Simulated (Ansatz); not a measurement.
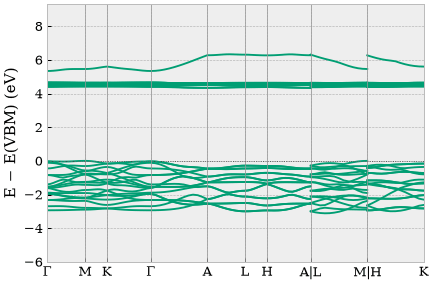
*Band structure from the program Ansatz at the r²SCAN level (PAW)*

The gap is 4.34 eV; an edge lies off the plotted path or next to a special point (maximum at M, minimum on the Γ–A line, 96 % of the way from Γ).

The material is LaCl$_{3}$ in space group P6_3/m (No. 176; La on 2c, Cl on 6h).

The workflow started from a Materials Project entry (that database holds measured and hypothetical structures alike); the Crystallography Open Database copy checked does not list it. Its standing as an ambient phase is unchecked. The r²SCAN relaxation kept the symmetry of its start; whether a distortion lowers the energy is not shown. Spin–orbit coupling is left out wherever it is not named.

Potentials: the later of the program's two PAW sets.
